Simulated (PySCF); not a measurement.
Geometry relaxation of Si$_{3}$H$_{5}$Cl$_{3}$O$_{3}$ (part 2 of 2)

Continued. System: Si$_{3}$H$_{5}$Cl$_{3}$O$_{3}$, SMILES O[SiH2]O[SiH2]O[Si](Cl)(Cl)Cl. Method: PBE0-D3(BJ)/def2-SVP geometry optimisation, gas phase (PySCF 2.14.0). 

Geometry of the input (Å):
```
O  -1.4032  -1.0102  -1.8131
Si -2.2694  -0.2900  -0.6378
O  -1.3538  0.0436  0.6672
Si -0.1074  0.0994  1.7291
O  1.2834  0.2758  0.9178
Si 2.3637  0.3731  -0.2382
Cl 3.4676  -1.3133  -0.2232
Cl 3.5093  1.9964  0.0937
Cl 1.4420  0.5605  -1.9964
H  -0.6303  -0.6137  -2.1883
H  -2.8024  1.0204  -0.9900
H  -3.1968  -1.3135  -0.2222
H  -0.0237  -1.1673  2.4056
H  -0.2855  1.3242  2.5103
```

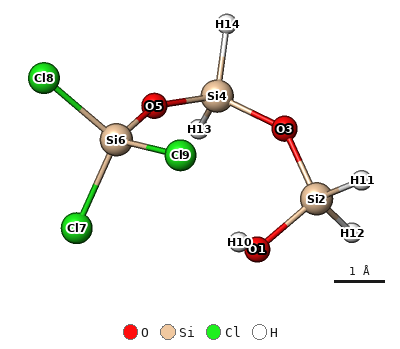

Figure 1. The geometry at step 13 of the log (ball-and-stick view, seen at a tilt; atoms are numbered from 1 in the order of the input).

Trajectory as extended XYZ, continued:
```
14
Properties=species:S:1:pos:R:3:forces:R:3 step=10 energy=-67381.26660
O    -0.9205   -1.2354   -1.4514    0.0056  -0.0038  -0.0235
Si   -2.0966   -0.3802   -0.6619   -0.0358  -0.0122   0.0195
O    -1.5086    0.2624    0.7579    0.0510   0.0109   0.0062
Si   -0.2419    0.1759    1.7984    0.0205  -0.0559  -0.0078
O     1.1961    0.3201    0.9597   -0.0195   0.0541   0.0251
Si    2.2098    0.4404   -0.2830   -0.0111  -0.0228  -0.0403
Cl    2.9354   -1.3871   -0.8041   -0.0010  -0.0044  -0.0064
Cl    3.7487    1.6834    0.1837    0.0180   0.0030   0.0126
Cl    1.2411    1.2292   -1.9242   -0.0089  -0.0085   0.0167
H    -0.3044   -0.7218   -1.9866    0.0133   0.0052   0.0015
H    -2.5853    0.7637   -1.4789   -0.0103  -0.0090   0.0036
H    -3.1713   -1.3454   -0.3230    0.0109   0.0172  -0.0132
H    -0.1951   -1.1382    2.4901   -0.0154   0.0229   0.0002
H    -0.3139    1.3174    2.7394   -0.0170   0.0031   0.0059
14
Properties=species:S:1:pos:R:3:forces:R:3 step=11 energy=-67381.26767
O    -0.8713   -1.2123   -1.4402   -0.0046  -0.0110  -0.0486
Si   -2.0766   -0.3892   -0.6606   -0.0287   0.0066   0.0310
O    -1.5066    0.2798    0.7554    0.0151   0.0149  -0.0414
Si   -0.2468    0.1850    1.8031    0.0517  -0.0423   0.0219
O     1.1983    0.3501    0.9794   -0.0315   0.0439   0.0162
Si    2.1911    0.4404   -0.2838    0.0107  -0.0007  -0.0015
Cl    2.8362   -1.4073   -0.8362    0.0103  -0.0136  -0.0098
Cl    3.7824    1.6214    0.1706    0.0186  -0.0146   0.0136
Cl    1.2328    1.2876   -1.8994   -0.0302  -0.0013  -0.0040
H    -0.2871   -0.6929   -2.0048    0.0061   0.0059   0.0189
H    -2.6030    0.7316   -1.4856    0.0011  -0.0026  -0.0002
H    -3.1226   -1.3840   -0.3195    0.0073   0.0053   0.0024
H    -0.2103   -1.1381    2.4768    0.0070   0.0086   0.0048
H    -0.3230    1.3125    2.7607   -0.0329   0.0008  -0.0033
14
Properties=species:S:1:pos:R:3:forces:R:3 step=12 energy=-67381.26955
O    -0.8649   -1.1840   -1.4660   -0.0143  -0.0223  -0.0525
Si   -2.0749   -0.3942   -0.6599   -0.0003   0.0198   0.0293
O    -1.4918    0.2794    0.7486   -0.0296   0.0224  -0.0694
Si   -0.2406    0.1879    1.8054    0.0502  -0.0198   0.0438
O     1.2095    0.3765    0.9956   -0.0300   0.0224   0.0011
Si    2.1899    0.4366   -0.2804    0.0337   0.0135   0.0367
Cl    2.7902   -1.4262   -0.8309    0.0113  -0.0172  -0.0108
Cl    3.8093    1.5864    0.1575    0.0126  -0.0250   0.0090
Cl    1.2378    1.3025   -1.8879   -0.0382   0.0133  -0.0275
H    -0.2948   -0.6507   -2.0321   -0.0014   0.0067   0.0313
H    -2.6461    0.7181   -1.4657    0.0102   0.0064  -0.0032
H    -3.0917   -1.4149   -0.3108    0.0029  -0.0098   0.0173
H    -0.2070   -1.1392    2.4699    0.0289  -0.0092   0.0066
H    -0.3312    1.3063    2.7728   -0.0360  -0.0012  -0.0116
14
Properties=species:S:1:pos:R:3:forces:R:3 step=13 energy=-67381.27246
O    -0.8699   -1.1539   -1.5094   -0.0294  -0.0243  -0.0321
Si   -2.0742   -0.4002   -0.6609    0.0280   0.0245   0.0117
O    -1.4695    0.2764    0.7365   -0.0492   0.0148  -0.0733
Si   -0.2306    0.1899    1.8076    0.0026   0.0124   0.0445
O     1.2239    0.4113    1.0148    0.0005   0.0042  -0.0075
Si    2.1922    0.4346   -0.2734    0.0378   0.0225   0.0535
Cl    2.7346   -1.4468   -0.8220    0.0066  -0.0059  -0.0065
Cl    3.8487    1.5395    0.1450   -0.0128  -0.0335  -0.0016
Cl    1.2416    1.3220   -1.8700   -0.0175   0.0216  -0.0327
H    -0.3073   -0.5989   -2.0621   -0.0014   0.0076   0.0317
H    -2.6965    0.7054   -1.4373    0.0137   0.0131  -0.0054
H    -3.0554   -1.4492   -0.2982   -0.0056  -0.0257   0.0258
H    -0.1900   -1.1422    2.4601    0.0409  -0.0271   0.0076
H    -0.3541    1.2964    2.7852   -0.0142  -0.0041  -0.0157
14
Properties=species:S:1:pos:R:3:forces:R:3 step=14 energy=-67381.27495
O    -0.8869   -1.1352   -1.5535   -0.0299  -0.0110  -0.0097
Si   -2.0776   -0.4059   -0.6653    0.0268   0.0114  -0.0063
O    -1.4500    0.2704    0.7208   -0.0345   0.0084  -0.0331
Si   -0.2231    0.1902    1.8065   -0.0425   0.0148   0.0266
O     1.2341    0.4410    1.0286    0.0339  -0.0025  -0.0113
Si    2.1984    0.4365   -0.2641    0.0174   0.0238   0.0519
Cl    2.6961   -1.4584   -0.8102   -0.0015   0.0023  -0.0039
Cl    3.8829    1.5009    0.1453   -0.0210  -0.0229  -0.0083
Cl    1.2519    1.3410   -1.8546    0.0048   0.0119  -0.0229
H    -0.3175   -0.5592   -2.0770    0.0028   0.0040   0.0162
H    -2.7360    0.6988   -1.4128    0.0099   0.0096  -0.0059
H    -3.0319   -1.4748   -0.2879   -0.0048  -0.0233   0.0172
H    -0.1659   -1.1466    2.4490    0.0302  -0.0245   0.0021
H    -0.3810    1.2856    2.7913    0.0084  -0.0020  -0.0126
14
Properties=species:S:1:pos:R:3:forces:R:3 step=15 energy=-67381.27597
O    -0.8948   -1.1232   -1.5810   -0.0200   0.0008   0.0003
Si   -2.0788   -0.4109   -0.6706    0.0117  -0.0050  -0.0161
O    -1.4407    0.2685    0.7084   -0.0074   0.0061   0.0067
Si   -0.2225    0.1907    1.8048   -0.0443  -0.0002   0.0062
O     1.2383    0.4629    1.0402    0.0358   0.0009  -0.0100
Si    2.2011    0.4405   -0.2538   -0.0001   0.0172   0.0242
Cl    2.6620   -1.4632   -0.8028   -0.0015   0.0000  -0.0005
Cl    3.9066    1.4701    0.1522   -0.0111  -0.0069  -0.0045
Cl    1.2654    1.3616   -1.8421    0.0096   0.0004  -0.0085
H    -0.3211   -0.5341   -2.0849    0.0064   0.0002   0.0046
H    -2.7587    0.6912   -1.4028    0.0023   0.0029  -0.0016
H    -3.0129   -1.4951   -0.2830   -0.0009  -0.0073   0.0049
H    -0.1497   -1.1516    2.4363    0.0090  -0.0089  -0.0019
H    -0.4006    1.2772    2.7953    0.0105  -0.0002  -0.0038
14
Properties=species:S:1:pos:R:3:forces:R:3 step=16 energy=-67381.27616
O    -0.9100   -1.1190   -1.5980   -0.0044   0.0041   0.0018
Si   -2.0860   -0.4112   -0.6747    0.0018  -0.0114  -0.0134
O    -1.4384    0.2628    0.7022    0.0017   0.0098   0.0225
Si   -0.2233    0.1883    1.8019   -0.0170  -0.0108  -0.0045
O     1.2395    0.4673    1.0420    0.0180   0.0065  -0.0085
Si    2.2083    0.4424   -0.2472   -0.0065   0.0032   0.0129
Cl    2.6740   -1.4631   -0.7862   -0.0051  -0.0041  -0.0023
Cl    3.9110    1.4739    0.1617   -0.0009   0.0047   0.0000
Cl    1.2796    1.3542   -1.8453    0.0056  -0.0017  -0.0005
H    -0.3253   -0.5260   -2.0847    0.0044  -0.0025  -0.0019
H    -2.7712    0.6955   -1.3952   -0.0007  -0.0018  -0.0003
H    -3.0159   -1.4988   -0.2842    0.0020   0.0023  -0.0032
H    -0.1426   -1.1552    2.4312   -0.0032   0.0015  -0.0041
H    -0.4061    1.2735    2.7925    0.0043   0.0002   0.0015
```

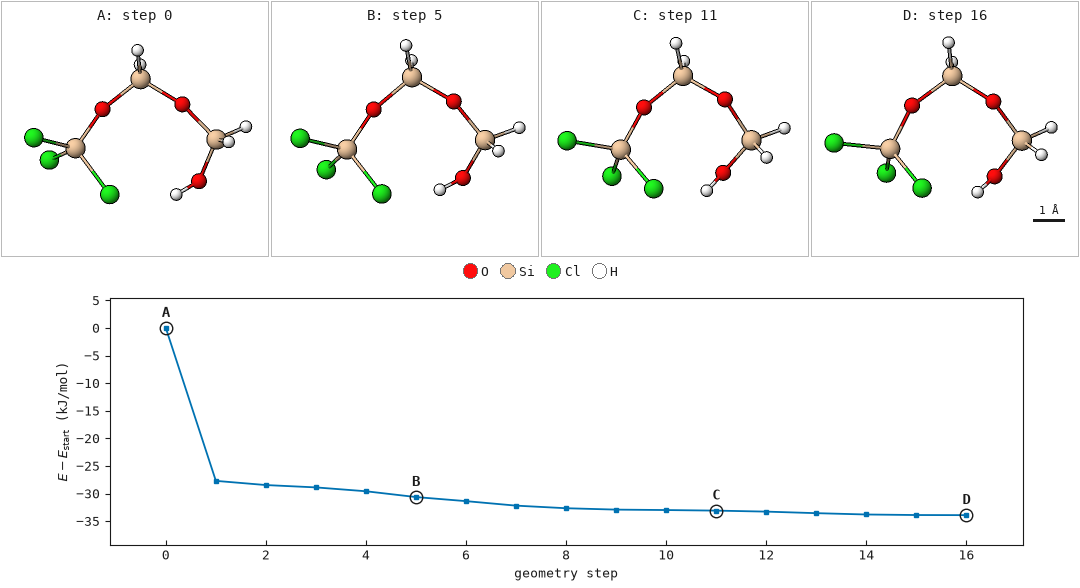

Figure 2. Frames of the relaxation (ball-and-stick view, seen at a tilt) above the curves, on which the letters mark them (steps are counted from 0).

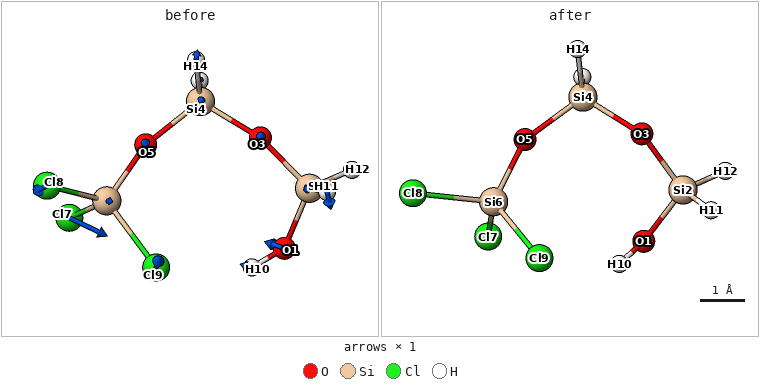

Figure 3. Before (left) and after (right) the relaxation, at one scale (ball-and-stick view, seen at a tilt). The blue arrows give the displacements, at true length. After 16 geometry steps the energy has fallen by 33.9 kJ/mol. Largest force component: 1.5 eV/Å at the start, 0.022 eV/Å at the end. The atom that moves furthest after the best rigid fit is Cl7 (1.00 Å). By element the largest moves are Cl 1.00 Å, O 0.56 Å, H 0.53 Å, Si 0.22 Å. Among the contacts that change: Si6–Cl9 1.994 → 2.061 Å, Si4–O5 1.620 → 1.672 Å, Si4–H13 1.438 → 1.486 Å, Si2–H12 1.442 → 1.483 Å. Among the angles that change: Si2–O3–Si4 162.5° → 145.5°, Si4–O5–Si6 163.2° → 152.4°, H13–Si4–H14 119.5° → 112.7°. (Atoms are counted from 1 in the order of the input.)

Key numbers:

| quantity | value |
| --- | --- |
| outcome | converged |
| total energy | −2476.216247 hartree |
| dipole moment | 0.84 D |
| point group | C1 |
| wall time | 12 min |
| peak memory | 0.92 GiB |
